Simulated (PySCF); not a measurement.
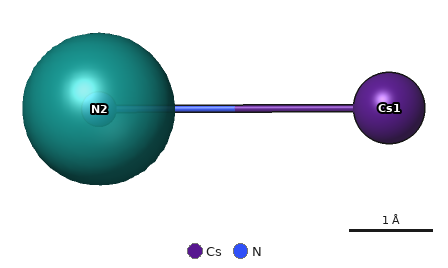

CsN (charge +1, quartet). Isosurfaces of the spin density at +0.2 (teal) and −0.2 e/Å³ (pink), seen from one side.

Core potentials replace the inner electrons of Cs.

The calculation used PySCF 2.14.0, PBE0/def2-SVPD, non-relativistic Hamiltonian with scalar-relativistic core potentials where named, at a bond length of 3.509 Å.

Question: Which atoms carry the spin?

Answer: The unpaired spin (3 electrons) lies mostly on N2 (about 3.0), in electrons by Hirshfeld's partition. Only one sign reaches the isovalue.
